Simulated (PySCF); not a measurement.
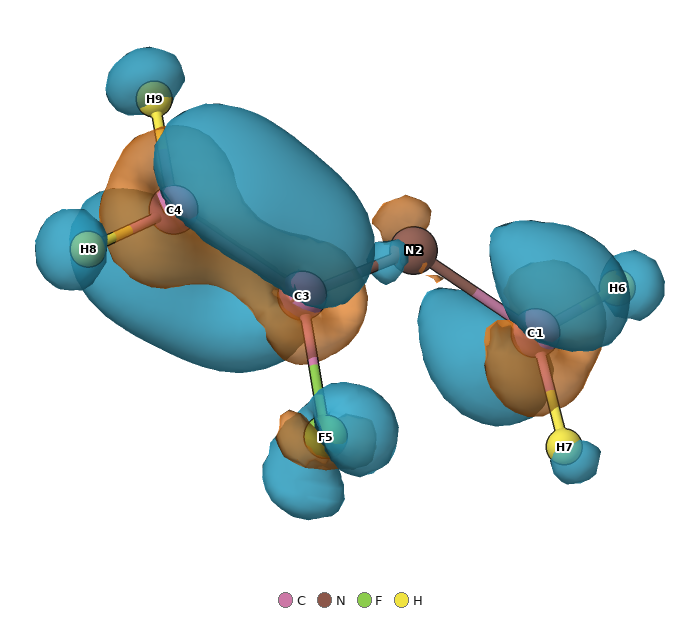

Figure. C$_{3}$H$_{4}$FN, SMILES `C=NC(=C)F`. Fukui function f⁻ = ρ(N) − ρ(N−1) at fixed geometry, surfaces at ±0.04 e/Å³ (light blue positive, orange negative).

Level of theory: TPSSh/def2-SVPD (PySCF), at a geometry from GFN2-xTB. No frequency check shows the geometry to be a minimum.

The calculation's input:

```python
import numpy as np
from pyscf import gto, scf, dft
from pyscf.scf import atom_ks, atom_hf
from scipy.linalg import block_diag

def solve(mol, dm0=None, hcore=None):
    mf = (dft.UKS if mol.spin else dft.RKS)(mol, xc='tpssh')
    mf.grids.level = 3
    mf = mf.density_fit(auxbasis='def2-universal-jkfit')
    mf.conv_tol, mf.max_cycle = 1e-8, 80
    if hcore is not None:
        mf.get_hcore = lambda *args: hcore
    mf.kernel(dm0)
    if not mf.converged:
        mf = mf.newton().run(mf.mo_coeff, mf.mo_occ, max_cycle=30)
    assert mf.converged, 'SCF not converged'
    return mf

mol = gto.M(atom='''
C     -1.83705    -0.11550     0.00000
N     -0.72592    -0.71593     0.00000
C      0.46612    -0.05944     0.00000
C      1.63923    -0.68095     0.00000
F      0.43674     1.30896     0.00000
H     -2.73115    -0.72035     0.00000
H     -1.96032     0.96865     0.00000
H      2.56086    -0.12930     0.00000
H      1.67162    -1.75273     0.00000
''', basis='def2-svpd', charge=0, spin=0, verbose=4)
mf = solve(mol)
out = dict(e0=mf.e_tot, dm0=mf.make_rdm1(), c=mf.mo_coeff, occ=mf.mo_occ, eps=mf.mo_energy)
for name, dq, spin in [('cation', 1, 1), ('anion', -1, 1)]:
    ion = mol.copy().set(charge=mol.charge + dq, spin=spin).build()
    mi = solve(ion)
    if spin and dq > 0 and mol.nao < 130:
        c, _, stable, _ = mi.stability(return_status=True)
        if not stable:
            mi = solve(ion, mi.make_rdm1(c, mi.mo_occ))
    print(name, 'vertical energy change / eV', (mi.e_tot - mf.e_tot) * 27.211386)
    out.update({'e_' + name: mi.e_tot, 'dm_' + name: mi.make_rdm1(), 's2_' + name: mi.spin_square()[0], 'eps_' + name: mi.mo_energy, 'occ_' + name: mi.mo_occ})
# spherically averaged free atoms, for the promolecule
atm = atom_ks.get_atm_nrks(mol, xc='tpssh')
pro = block_diag(*[(atm[a[0]][2] * atm[a[0]][3]) @ atm[a[0]][2].T for a in mol._atom])
np.savez('result.npz', pro=pro, **out)
```

Launched as:

```sh
OMP_NUM_THREADS=1 python input.py
```

The run took 2.9 min on 1 thread of Arm Neoverse V1, with other jobs on the host, peak memory 0.7 GiB.

Partitions, critical points and surface values were worked out afterwards from this run's density.

### Which atoms respond most to the removal of an electron?

f⁻ (Hirshfeld-condensed) is largest on C4 (0.24), C1 (0.17) and C3 (0.15); the vertical ionisation energy is 9.55 eV (the stability of the cation's solution wasn't checked). Condensed values hint at sites of electrophilic attack but needn't mark the atom that reacts. Orbital relaxation makes it negative in places (0.18 e in all).

```tsv
atom	f⁻	charge
C1	+0.17	+0.03
N2	+0.06	−0.14
C3	+0.15	+0.12
C4	+0.24	−0.09
F5	+0.11	−0.12
H6	+0.07	+0.05
H7	+0.06	+0.04
H8	+0.08	+0.05
H9	+0.08	+0.05
```
